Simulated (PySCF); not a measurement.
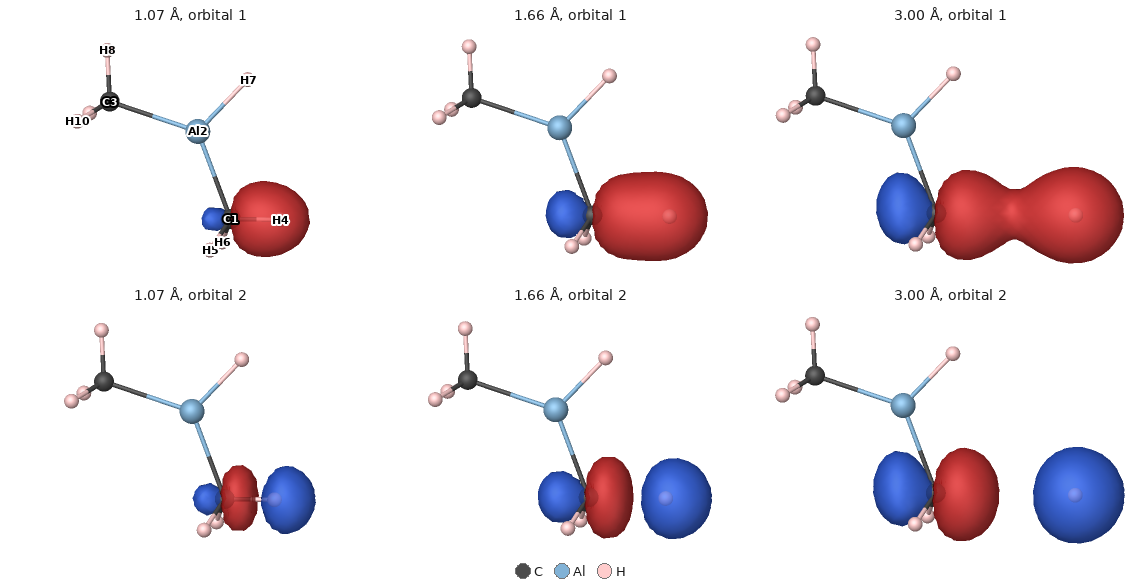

Figure 1: C$_{2}$H$_{7}$Al, SMILES `C[AlH]C`. Rigid stretch of the C1–H4 bond. The two CASSCF(2,2) natural orbitals nearest half filling (orbital 1 the more occupied).

Method: def2-SVP basis; geometry: GFN2-xTB; program: PySCF. No frequency check shows the geometry to be a minimum.

> How do the occupations change along the stretch?

1.07 Å: 1.98 and 0.02; 1.66 Å: 1.91 and 0.09; 3.00 Å: 1.30 and 0.70. At the longest distance computed (3.00 Å) they are 1.30 and 0.70, and the effective number of unpaired electrons is 1.6.

> Where does the UHF solution part from RHF?

Between 1.66 Å (⟨S²⟩ = 0, the two coincide) and 1.93 Å (⟨S²⟩ = 0.56); at 3.00 Å ⟨S²⟩ is 0.99 and UHF lies 3.2 eV below RHF.

> How much energy does the stretch cost?

By CASSCF, 4.2 eV from the lowest point of the scan (1.07 Å) to 3.00 Å; RHF gives 7.0 eV from its own lowest point. The fragments aren't relaxed and dynamic correlation is missing, so this isn't a bond dissociation energy.
